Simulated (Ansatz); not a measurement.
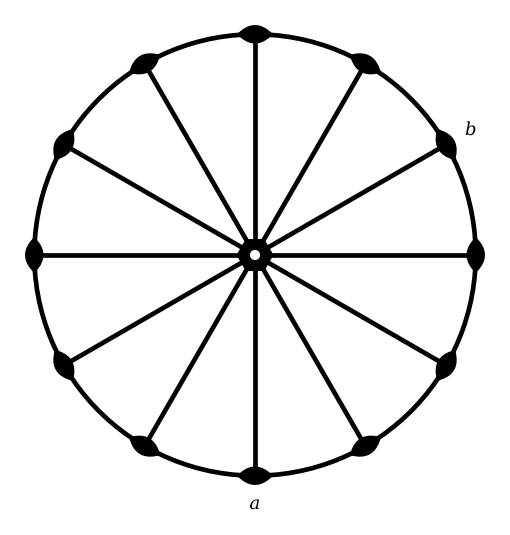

Stereographic projection: heavy lines are mirror planes (a heavy rim: a mirror in the plane of the page); lens, triangle, square and hexagon are 2-, 3-, 4- and 6-fold axes, a lens in an open square is −4, a triangle in an open hexagon −6; thin dashed diameters join the ends of axes that lie in the page; a small open circle marks inversion. The c axis points at the viewer. Computed from the symmetry operations of a computed or model structure of composition Be2HF3, which need not be its known form.

Question: Identify the point group and its elements.

Answer: 6/mmm (D6h), order 24, hexagonal system: one sixfold axis, six twofold axes, seven mirror planes, an inversion centre.

Question: Can such a crystal be piezoelectric, pyroelectric or chiral?

Answer: It is centrosymmetric, so neither piezoelectric nor pyroelectric; it is not chiral.
